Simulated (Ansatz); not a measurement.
**H3InOZn: single points with varied inputs**

Aim: run H3InOZn under a spread of inputs, and see what each costs and gives.

Program: Ansatz 0.2.0, Gaussian basis. Level of theory: the settings change from run to run. These are calculated values, not measurements.

### Step 1. The relaxed structure

The geometry comes from an earlier relaxation with PBE0-D4 in a triple-zeta def2 set; it is a stationary point. In takes a core potential in def2 sets; no spin-orbit term is included.

SMILES `[OH][InH][ZnH]`, 6 atoms, charge 0, spin multiplicity 1.

Atoms are counted from 1 here; the program's logs count them from 0.

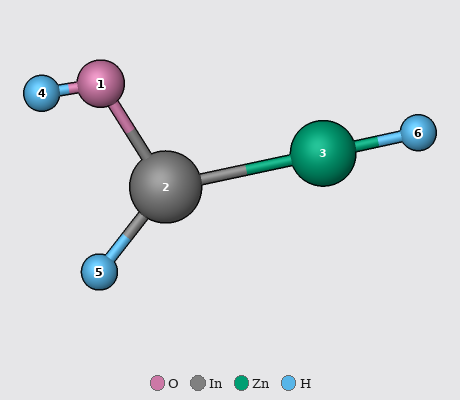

The geometry (oxygen pink, indium grey, zinc teal, hydrogen blue); atoms are numbered from 1 in the order of the file.

### Step 2. B3LYP5/def2-TZVP

This run has relativity set to none.

in.yaml reads:

```yaml
crystal:
  periodic: [false, false, false]
  atoms:
    - {symbol: O, position_ang: [-1.380977, -1.036851, -0.744819]}
    - {symbol: In, position_ang: [0.214268, 0.175472, -0.627345]}
    - {symbol: Zn, position_ang: [0.867915, 0.562825, 1.845790]}
    - {symbol: H, position_ang: [-1.658982, -1.208304, -1.647432]}
    - {symbol: H, position_ang: [0.741119, 0.649180, -2.213441]}
    - {symbol: H, position_ang: [1.258857, 0.793777, 3.341048]}
basis:
  gaussian: {orbitals: def2-TZVP}
hamiltonian: {xc: {name: B3LYP5}, pseudopotentials: {relativity: none}}
```

Run with:

```sh
$ ansatz run in.yaml --threads 4 --pin off --events-out ev --progress --plain --max-ram 10444MiB
```

Output:

```text
Functional definition: B3LYP5
  name "B3LYP5"
  cite "Stephens, Devlin, Chabalowski & Frisch, J. Phys. Chem. 98, 11623 (1994) doi:10.1021/j100096a001"
  cite "Becke, Phys. Rev. A 38, 3098 (1988) doi:10.1103/PhysRevA.38.3098"
  cite "Lee, Yang & Parr, Phys. Rev. B 37, 785 (1988) doi:10.1103/PhysRevB.37.785"
  cite "Vosko, Wilk & Nusair, Can. J. Phys. 58, 1200 (1980) doi:10.1139/p80-159"
  parameter a0 = 0.2
  parameter ax = 0.72
  parameter ac = 0.81
  exchange = (1 - a0 - ax)*slater_x + ax*b88_x + a0*exact_x
  correlation = (1 - ac)*vwn5_c + ac*lyp_c
1273 factors; their error is unknown
mean field evaluation 1: about -55678.4279 eV, gradient 7.5e1 eV
mean field evaluation 2: about -55514.9307 eV, gradient 2.1e2 eV
mean field evaluation 4: about -55686.9802 eV, gradient 2.5e1 eV
mean field evaluation 8: about -55687.4682 eV, gradient 1.7e-1 eV
mean field evaluation 16: about -55687.5720 eV, gradient 2.5e-4 eV
mean field -55687.57196166 eV, -2046.4805231989 hartree, gradient 4.9e-5 eV, S^2 0.000000; 0 other end points of the search recorded, 0 dependent functions left out
reference -55687.57224259 eV, -2046.4805335229 hartree; 31, 31 occupied and 116, 116 virtual orbitals, 1273 factors
Total energy: -55687.57224259 eV, -2046.4805335229 hartree
```

Run time: 1.6 s. Hardware: 4 threads of Arm Neoverse V1, shared host.

### Step 3. r2SCAN50/def2-SVPD

Set apart from the defaults: multiplicity 3, a grid of angular degree 47.

Changes to in.yaml since step 2:

```diff
@@ -10,3 +10,5 @@
 basis:
-  gaussian: {orbitals: def2-TZVP}
-hamiltonian: {xc: {name: B3LYP5}, pseudopotentials: {relativity: none}}
+  gaussian: {orbitals: def2-SVPD, final_grid: {core_spheres: 20, valence_spheres: 16, degree: 47}}
+magnetization: {spin_polarized: true, initial_magnetization: 2}
+hamiltonian: {xc: {name: r2SCAN50}}
+output: {forces: true}
```

The command is unchanged.

Output (excerpt; [...] marks lines left out):

```text
Functional definition: r2SCAN50
  name "r2SCAN50"
  cite "Bursch, Neugebauer, Ehlert & Grimme, J. Chem. Phys. 156, 134105 (2022) doi:10.1063/5.0086040"
  cite "Furness, Kaplan, Ning, Perdew & Sun, J. Phys. Chem. Lett. 11, 8208 (2020) doi:10.1021/acs.jpclett.0c02405"
  cite "Furness, Kaplan, Ning, Perdew & Sun, J. Phys. Chem. Lett. 11, 9248 (2020) doi:10.1021/acs.jpclett.0c03077"
  parent r2scan
[...]
1201 factors; integrals over basis functions are off by at most 1.1e-3 eV
[...]
mean field -55674.34962662 eV, -2045.9946113486 hartree, gradient 3.4e-5 eV, S^2 2.014691; 2 other end points of the search recorded, 0 dependent functions left out
[...]
reference -55674.34964151 eV, -2045.9946118958 hartree; 32, 30 occupied and 81, 83 virtual orbitals, 1201 factors
Total energy: -55674.34964151 eV, -2045.9946118958 hartree
Atom 0 at    -1.380977    -1.036851    -0.744819 Å, force    -0.180492    -0.130301    -0.165361 eV/Å
Atom 1 at     0.214268     0.175472    -0.627345 Å, force    -0.366997    -0.240129    -0.886751 eV/Å
Atom 2 at     0.867915     0.562825     1.845790 Å, force     0.157381     0.106379     0.305346 eV/Å
Atom 3 at    -1.658982    -1.208304    -1.647432 Å, force     0.156752     0.096151     0.520643 eV/Å
Atom 4 at     0.741119     0.649180    -2.213441 Å, force     0.308021     0.212572     0.499521 eV/Å
Atom 5 at     1.258857     0.793777     3.341048 Å, force    -0.074667    -0.044672    -0.273397 eV/Å
Dipole moment:     0.370315     0.281874     0.017405 e Å
```

It took 11 s on 4 threads of Arm Neoverse V1, shared host; peak memory 0.48 GiB.

Largest force 0.989 eV/Å, dipole 2.24 D, ⟨S²⟩ 2.015.

### Step 4. wB97/def2-SVPD

This run has charge -1, multiplicity 2, atoms shaken by 0.03 Å, a point charge of 0.50 e beside it, relativity set to none, high accuracy.

in.yaml reads:

```yaml
crystal:
  periodic: [false, false, false]
  atoms:
    - {symbol: O, position_ang: [-1.319669, -1.035077, -0.715670]}
    - {symbol: In, position_ang: [0.190179, 0.159337, -0.668090]}
    - {symbol: Zn, position_ang: [0.871632, 0.588454, 1.833098]}
    - {symbol: H, position_ang: [-1.647754, -1.210565, -1.654038]}
    - {symbol: H, position_ang: [0.756145, 0.681422, -2.243253]}
    - {symbol: H, position_ang: [1.244470, 0.729089, 3.369248]}
basis:
  gaussian: {orbitals: def2-SVPD, point_charges: [{charge: 0.50, position_ang: [4.730, 0.793, 0.187]}]}
total_charge: -1
magnetization: {spin_polarized: true, initial_magnetization: 1}
hamiltonian: {xc: {name: wB97}, pseudopotentials: {relativity: none}}
accuracy: high
```

Launched as before.

Output (excerpt; [...] marks lines left out):

```text
Functional definition: wB97
  name "wB97"
  cite "Chai & Head-Gordon, J. Chem. Phys. 128, 084106 (2008) doi:10.1063/1.2834918"
  cite "Becke, J. Chem. Phys. 107, 8554 (1997) doi:10.1063/1.475007"
[...]
  # The coefficients of nought are those of the uniform gas.
[...]
      + integral(e_c_pw_opposite_spin*poly(b97_u_opposite, 1, cos1, cos2, cos3, cos4))
2315 factors; integrals over basis functions are off by at most 4.6e-9 eV
732 factors; integrals over basis functions are off by at most 2.0e-9 eV
[...]
mean field -55687.41933137 eV, -2046.4749141393 hartree, gradient 6.2e-8 eV, S^2 0.751779; 2 other end points of the search recorded, 0 dependent functions left out
reference -55687.41933107 eV, -2046.4749141285 hartree; 32, 31 occupied and 81, 82 virtual orbitals, 2315 factors
Total energy: -55687.41933107 eV, -2046.4749141285 hartree
```

Run time: 39 s. Hardware: 4 threads of Arm Neoverse V1, shared host; peak memory 1.1 GiB.

⟨S²⟩ 0.752.

### Step 5. CAM-B3LYP/STO-3G

This run has D4 dispersion, the search for lower states set to light.

in.yaml reads:

```yaml
crystal:
  periodic: [false, false, false]
  atoms:
    - {symbol: O, position_ang: [-1.380977, -1.036851, -0.744819]}
    - {symbol: In, position_ang: [0.214268, 0.175472, -0.627345]}
    - {symbol: Zn, position_ang: [0.867915, 0.562825, 1.845790]}
    - {symbol: H, position_ang: [-1.658982, -1.208304, -1.647432]}
    - {symbol: H, position_ang: [0.741119, 0.649180, -2.213441]}
    - {symbol: H, position_ang: [1.258857, 0.793777, 3.341048]}
basis:
  gaussian: {orbitals: STO-3G}
hamiltonian: {xc: {name: CAM-B3LYP}, dispersion: d4}
scf: {lower_state_search: light}
output: {forces: true}
```

Same command.

Output (excerpt; [...] marks lines left out):

```text
Functional definition: CAM-B3LYP
  name "CAM-B3LYP"
  cite "Yanai, Tew & Handy, Chem. Phys. Lett. 393, 51 (2004) doi:10.1016/j.cplett.2004.06.011"
  cite "Iikura, Tsuneda, Yanai & Hirao, J. Chem. Phys. 115, 3540 (2001) doi:10.1063/1.1383587"
  cite "Becke, Phys. Rev. A 38, 3098 (1988) doi:10.1103/PhysRevA.38.3098"
  cite "Lee, Yang & Parr, Phys. Rev. B 37, 785 (1988) doi:10.1103/PhysRevB.37.785"
  cite "Vosko, Wilk & Nusair, Can. J. Phys. 58, 1200 (1980) doi:10.1139/p80-159"
[...]
  # Exact exchange under (alpha + beta erf(omega r))/r, Becke's under what is left of 1/r.
[...]
634 factors; integrals over basis functions are off by at most 1.2e-3 eV
153 factors; integrals over basis functions are off by at most 4.9e-6 eV
[...]
mean field -204617.10533087 eV, -7519.5399264540 hartree, gradient 9.1e-6 eV, S^2 0.000000; 6 other end points of the search recorded, 0 dependent functions left out
[...]
reference -204617.10542506 eV, -7519.5399299156 hartree; 45, 45 occupied and 8, 8 virtual orbitals, 634 factors
Total energy: -204617.18992157 eV, -7519.5430351048 hartree
Atom 0 at    -1.380977    -1.036851    -0.744819 Å, force     2.574550     1.794490     3.900615 eV/Å
Atom 1 at     0.214268     0.175472    -0.627345 Å, force    -0.253822    -0.425490     1.149415 eV/Å
Atom 2 at     0.867915     0.562825     1.845790 Å, force    -0.077493     0.119155    -0.312752 eV/Å
Atom 3 at    -1.658982    -1.208304    -1.647432 Å, force    -0.616581    -0.288036    -3.432722 eV/Å
Atom 4 at     0.741119     0.649180    -2.213441 Å, force    -0.672304    -0.564549     2.369486 eV/Å
Atom 5 at     1.258857     0.793777     3.341048 Å, force    -0.954350    -0.635570    -3.674043 eV/Å
Dipole moment:     0.147881     0.056030    -0.029851 e Å
```

Wall time 26 s (4 threads of Arm Neoverse V1, shared host).

Largest force 5.006 eV/Å, dipole 0.77 D.

### Step 6. r2SCANh/def2-SVP

Options: D3(BJ) with three-body dispersion, the search for lower states set to off.

Changes to in.yaml since step 5:

```diff
@@ -10,5 +10,5 @@
 basis:
-  gaussian: {orbitals: STO-3G}
-hamiltonian: {xc: {name: CAM-B3LYP}, dispersion: d4}
-scf: {lower_state_search: light}
+  gaussian: {orbitals: def2-SVP}
+hamiltonian: {xc: {name: r2SCANh}, dispersion: d3bjatm}
+scf: {lower_state_search: off}
 output: {forces: true}
```

Same command.

Output (excerpt; [...] marks lines left out):

```text
Functional definition: r2SCANh
  name "r2SCANh"
  cite "Bursch, Neugebauer, Ehlert & Grimme, J. Chem. Phys. 156, 134105 (2022) doi:10.1063/5.0086040"
  cite "Furness, Kaplan, Ning, Perdew & Sun, J. Phys. Chem. Lett. 11, 8208 (2020) doi:10.1021/acs.jpclett.0c02405"
  cite "Furness, Kaplan, Ning, Perdew & Sun, J. Phys. Chem. Lett. 11, 9248 (2020) doi:10.1021/acs.jpclett.0c03077"
  parent r2scan
[...]
921 factors; integrals over basis functions are off by at most 1.3e-3 eV
[...]
mean field -55680.23462979 eV, -2046.2108812262 hartree, gradient 2.1e-6 eV, S^2 0.000000; 0 other end points of the search recorded, 0 dependent functions left out
[...]
reference -55680.23464556 eV, -2046.2108818057 hartree; 31, 31 occupied and 55, 55 virtual orbitals, 921 factors
Total energy: -55680.26235133 eV, -2046.2118999739 hartree
Atom 0 at    -1.380977    -1.036851    -0.744819 Å, force    -0.105796    -0.088380     0.169155 eV/Å
Atom 1 at     0.214268     0.175472    -0.627345 Å, force     0.196709     0.139521     0.235846 eV/Å
Atom 2 at     0.867915     0.562825     1.845790 Å, force    -0.029287    -0.018487    -0.085917 eV/Å
Atom 3 at    -1.658982    -1.208304    -1.647432 Å, force    -0.067335    -0.043346    -0.178573 eV/Å
Atom 4 at     0.741119     0.649180    -2.213441 Å, force     0.024143     0.021517    -0.068577 eV/Å
Atom 5 at     1.258857     0.793777     3.341048 Å, force    -0.018434    -0.010825    -0.071934 eV/Å
Dipole moment:     0.238715     0.185269    -0.067825 e Å
Checks for a lower state left out: stability, starts, cluster_reference, orbital_swaps, neighbouring_geometries, increment
```

It took 1.6 s on 4 threads of Arm Neoverse V1, shared host.

Largest force 0.337 eV/Å, dipole 1.49 D.

### Step 7. SVWN5/def2-mTZVP

Options: relativity set to scalar.

Changes to in.yaml since step 6:

```diff
@@ -10,5 +10,4 @@
 basis:
-  gaussian: {orbitals: def2-SVP}
-hamiltonian: {xc: {name: r2SCANh}, dispersion: d3bjatm}
-scf: {lower_state_search: off}
+  gaussian: {orbitals: def2-mTZVP}
+hamiltonian: {xc: {name: SVWN5}, pseudopotentials: {relativity: scalar}}
 output: {forces: true}
```

Launched as before.

Output (excerpt; [...] marks lines left out):

```text
Functional definition: SVWN5
  name "SVWN5"
  cite "Dirac, Proc. Camb. Phil. Soc. 26, 376 (1930) doi:10.1017/S0305004100016108"
  cite "Slater, Phys. Rev. 81, 385 (1951) doi:10.1103/PhysRev.81.385"
  cite "Vosko, Wilk & Nusair, Can. J. Phys. 58, 1200 (1980) doi:10.1139/p80-159"
[...]
1026 factors; their error is unknown
[...]
mean field -55948.11256956 eV, -2056.0552139384 hartree, gradient 1.5e-5 eV, S^2 0.000000; 0 other end points of the search recorded, 0 dependent functions left out
[...]
reference -55948.11262478 eV, -2056.0552159678 hartree; 31, 31 occupied and 71, 71 virtual orbitals, 1026 factors
Total energy: -55948.11262478 eV, -2056.0552159678 hartree
Relativity: scalar
Atom 0 at    -1.380977    -1.036851    -0.744819 Å, force     0.192283     0.107461     0.870962 eV/Å
Atom 1 at     0.214268     0.175472    -0.627345 Å, force     0.152321     0.094841     0.475247 eV/Å
Atom 2 at     0.867915     0.562825     1.845790 Å, force    -0.092093    -0.058261    -0.266890 eV/Å
Atom 3 at    -1.658982    -1.208304    -1.647432 Å, force    -0.221412    -0.131560    -0.829677 eV/Å
Atom 4 at     0.741119     0.649180    -2.213441 Å, force     0.018880     0.015945    -0.034102 eV/Å
Atom 5 at     1.258857     0.793777     3.341048 Å, force    -0.049980    -0.028426    -0.215540 eV/Å
Dipole moment:     0.252954     0.195534    -0.054427 e Å
```

Run time: 0.75 s. Hardware: 4 threads of Arm Neoverse V1, shared host.

Largest force 0.898 eV/Å, dipole 1.56 D.

### Step 8. PBE-QIDH/def2-TZVPP

This run has the search for lower states set to off.

Changes to in.yaml since step 7:

```diff
@@ -10,4 +10,5 @@
 basis:
-  gaussian: {orbitals: def2-mTZVP}
-hamiltonian: {xc: {name: SVWN5}, pseudopotentials: {relativity: scalar}}
+  gaussian: {orbitals: def2-TZVPP}
+hamiltonian: {xc: {name: PBE-QIDH}}
+scf: {lower_state_search: off}
 output: {forces: true}
```

The command is unchanged.

Output (excerpt; [...] marks lines left out):

```text
Functional definition: PBE-QIDH
  name "PBE-QIDH"
  cite "Brémond, Sancho-García, Pérez-Jiménez & Adamo, J. Chem. Phys. 141, 031101 (2014) doi:10.1063/1.4890314"
  cite "Perdew, Burke & Ernzerhof, Phys. Rev. Lett. 77, 3865 (1996) doi:10.1103/PhysRevLett.77.3865"
[...]
1369 factors; integrals over basis functions are off by at most 1.0e-3 eV
[...]
mean field -55658.50045552 eV, -2045.4121650539 hartree, gradient 9.0e-6 eV, S^2 0.000000; 0 other end points of the search recorded, 0 dependent functions left out
10 core orbitals not correlated, not the lowest: weight in the atoms' cores, before any rotation towards them, 1.000 or more for the frozen orbitals, at most 0.000 for the correlated occupied ones
reference -55658.50047246 eV, -2045.4121656764 hartree; 21, 21 occupied and 156, 156 virtual orbitals, 1369 factors
second order -41.22892439 eV of doubles, -0.00000000 eV of singles
[...]
Total energy: -55672.24344726 eV, -2045.9172106848 hartree
Atom 0 at    -1.380977    -1.036851    -0.744819 Å, force     0.098748     0.088537    -0.291494 eV/Å
Atom 1 at     0.214268     0.175472    -0.627345 Å, force    -0.115182    -0.085462    -0.053947 eV/Å
Atom 2 at     0.867915     0.562825     1.845790 Å, force     0.038760     0.023916     0.125510 eV/Å
Atom 3 at    -1.658982    -1.208304    -1.647432 Å, force     0.095804     0.059315     0.305736 eV/Å
Atom 4 at     0.741119     0.649180    -2.213441 Å, force    -0.049986    -0.045943     0.172489 eV/Å
Atom 5 at     1.258857     0.793777     3.341048 Å, force    -0.068144    -0.040362    -0.258294 eV/Å
Dipole moment:     0.287235     0.222595    -0.074286 e Å
Checks for a lower state left out: starts, cluster_reference, orbital_swaps, neighbouring_geometries, increment
```

Run time: 10 s. Hardware: 4 threads of Arm Neoverse V1, shared host; peak memory 0.65 GiB.

Largest force 0.326 eV/Å, dipole 1.78 D.

### Step 9. RPA/def2-TZVPP

Options: unrestricted orbitals, coordinates scaled by 0.92.

in.yaml reads:

```yaml
crystal:
  periodic: [false, false, false]
  atoms:
    - {symbol: O, position_ang: [-1.270499, -0.953903, -0.685234]}
    - {symbol: In, position_ang: [0.197127, 0.161434, -0.577157]}
    - {symbol: Zn, position_ang: [0.798481, 0.517799, 1.698127]}
    - {symbol: H, position_ang: [-1.526264, -1.111640, -1.515637]}
    - {symbol: H, position_ang: [0.681829, 0.597246, -2.036366]}
    - {symbol: H, position_ang: [1.158149, 0.730275, 3.073764]}
basis:
  gaussian: {orbitals: def2-TZVPP}
magnetization: {spin_polarized: true, initial_magnetization: 0}
hamiltonian: {xc: {name: HSE06}}
correlation: {method: rpa}
```

Launched as before.

Output (excerpt; [...] marks lines left out):

```text
Functional definition: HSE06
  name "HSE06"
  cite "Heyd, Scuseria & Ernzerhof, J. Chem. Phys. 118, 8207 (2003) doi:10.1063/1.1564060"
  cite "Krukau, Vydrov, Izmaylov & Scuseria, J. Chem. Phys. 125, 224106 (2006) doi:10.1063/1.2404663"
  cite "Heyd & Scuseria, J. Chem. Phys. 120, 7274 (2004) doi:10.1063/1.1668634"
  cite "Ernzerhof & Perdew, J. Chem. Phys. 109, 3313 (1998) doi:10.1063/1.476928"
  cite "Perdew, Burke & Ernzerhof, Phys. Rev. Lett. 77, 3865 (1996) doi:10.1103/PhysRevLett.77.3865"
  parent pbe
[...]
  # The whole range is PBE's own exchange, as in plane waves. The composition of these papers is wPBEh.
[...]
1375 factors; integrals over basis functions are off by at most 7.6e-4 eV
82 factors; integrals over basis functions are off by at most 7.5e-6 eV
[...]
mean field -55680.54466236 eV, -2046.2222747131 hartree, gradient 2.1e-6 eV, S^2 0.000000; 0 other end points of the search recorded, 0 dependent functions left out
10 core orbitals not correlated, not the lowest: weight in the atoms' cores, before any rotation towards them, 1.000 or more for the frozen orbitals, at most 0.000 for the correlated occupied ones
reference -55608.63569023 eV, -2043.5796687291 hartree; 21, 21 occupied and 156, 156 virtual orbitals, 1375 factors
Total energy: -55655.88524064 eV, -2045.3160576796 hartree
```

Run time: 8 s. Hardware: 4 threads of Arm Neoverse V1, shared host; peak memory 0.64 GiB.

⟨S²⟩ 0.000.

### Step 10. B2PLYP/def2-TZVPP

in.yaml reads:

```yaml
crystal:
  periodic: [false, false, false]
  atoms:
    - {symbol: O, position_ang: [-1.380977, -1.036851, -0.744819]}
    - {symbol: In, position_ang: [0.214268, 0.175472, -0.627345]}
    - {symbol: Zn, position_ang: [0.867915, 0.562825, 1.845790]}
    - {symbol: H, position_ang: [-1.658982, -1.208304, -1.647432]}
    - {symbol: H, position_ang: [0.741119, 0.649180, -2.213441]}
    - {symbol: H, position_ang: [1.258857, 0.793777, 3.341048]}
basis:
  gaussian: {orbitals: def2-TZVPP}
hamiltonian: {xc: {name: B2PLYP}}
output: {forces: true}
```

Launched as before.

Output (excerpt; [...] marks lines left out):

```text
Functional definition: B2PLYP
  name "B2PLYP"
  cite "Grimme, J. Chem. Phys. 124, 034108 (2006) doi:10.1063/1.2148954"
  cite "Becke, Phys. Rev. A 38, 3098 (1988) doi:10.1103/PhysRevA.38.3098"
  cite "Lee, Yang & Parr, Phys. Rev. B 37, 785 (1988) doi:10.1103/PhysRevB.37.785"
[...]
1369 factors; integrals over basis functions are off by at most 1.0e-3 eV
[...]
mean field -55666.75216385 eV, -2045.7154097417 hartree, gradient 9.0e-6 eV, S^2 0.000000; 0 other end points of the search recorded, 0 dependent functions left out
10 core orbitals not correlated, not the lowest: weight in the atoms' cores, before any rotation towards them, 1.000 or more for the frozen orbitals, at most 0.000 for the correlated occupied ones
reference -55666.75234427 eV, -2045.7154163719 hartree; 21, 21 occupied and 156, 156 virtual orbitals, 1369 factors
second order -43.91108698 eV of doubles, -0.00000000 eV of singles
[...]
Total energy: -55678.60833775 eV, -2046.1511160961 hartree
Atom 0 at    -1.380977    -1.036851    -0.744819 Å, force    -0.119374    -0.092164     0.023384 eV/Å
Atom 1 at     0.214268     0.175472    -0.627345 Å, force     0.162512     0.123644     0.009230 eV/Å
Atom 2 at     0.867915     0.562825     1.845790 Å, force     0.041216     0.024349     0.157462 eV/Å
Atom 3 at    -1.658982    -1.208304    -1.647432 Å, force    -0.020891    -0.014362    -0.035332 eV/Å
Atom 4 at     0.741119     0.649180    -2.213441 Å, force    -0.010940    -0.010446     0.046314 eV/Å
Atom 5 at     1.258857     0.793777     3.341048 Å, force    -0.052523    -0.031021    -0.201059 eV/Å
Dipole moment:     0.269360     0.208910    -0.073372 e Å
```

Wall time 10 s (4 threads of Arm Neoverse V1, shared host); peak memory 0.65 GiB.

Largest force 0.210 eV/Å, dipole 1.67 D.

### Step 11. The runs in one table

| level | charge | multiplicity | geometry | functions | energy (eV) | time |
| --- | --- | --- | --- | --- | --- | --- |
| B3LYP5/def2-TZVP | 0 | 1 | relaxed | 147 | -55687.572 | 1.6 s |
| r2SCAN50/def2-SVPD | 0 | 3 | relaxed | 113 | -55674.350 | 11 s |
| wB97/def2-SVPD | -1 | 2 | shaken, point charge | 113 | -55687.419 | 39 s |
| CAM-B3LYP/STO-3G | 0 | 1 | relaxed | 53 | -204617.190 | 26 s |
| r2SCANh/def2-SVP | 0 | 1 | relaxed | 86 | -55680.262 | 1.6 s |
| SVWN5/def2-mTZVP | 0 | 1 | relaxed | 102 | -55948.113 | 0.75 s |
| PBE-QIDH/def2-TZVPP | 0 | 1 | relaxed | 187 | -55672.243 | 10 s |
| RPA/def2-TZVPP | 0 | 1 | scaled | 187 | -55655.885 | 8 s |
| B2PLYP/def2-TZVPP | 0 | 1 | relaxed | 187 | -55678.608 | 10 s |

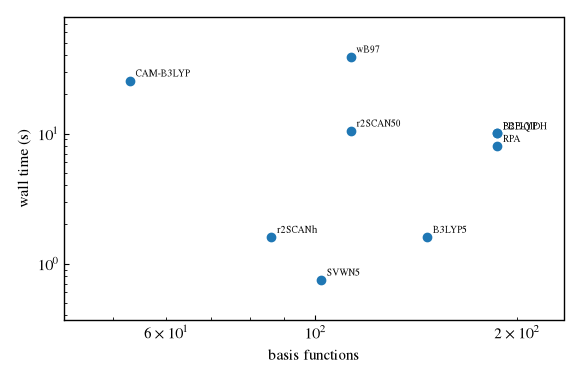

Wall time against the number of basis functions (shared host).

### Step 12. Results

| quantity | value |
| --- | --- |
| runs | 9 |
| quickest | SVWN5/def2-mTZVP, 0.75 s |
| slowest | wB97/def2-SVPD, 39 s |
| spread of total energies, same state and geometry | 148944.9 eV |
| dipole, same state and geometry | 0.77 to 1.78 D |

In words: Run time spans a factor of 52, from SVWN5/def2-mTZVP to wB97/def2-SVPD. The jobs differ in tasks and options as well as level. The totals spread over 148945 eV; they can't be compared across methods or bases. Some of these runs are scalar-relativistic and others not, which shifts the totals of all-electron atoms past neon by eV; core potentials, where a basis has them, take the core out of the total altogether. At the PBE0-D4/def2-TZVP geometry and in the same state, runs without warnings or point charges leave forces up to 5.01 eV/Å (CAM-B3LYP/STO-3G). At that geometry and state the dipole changes by 130 % between the lowest and highest value.
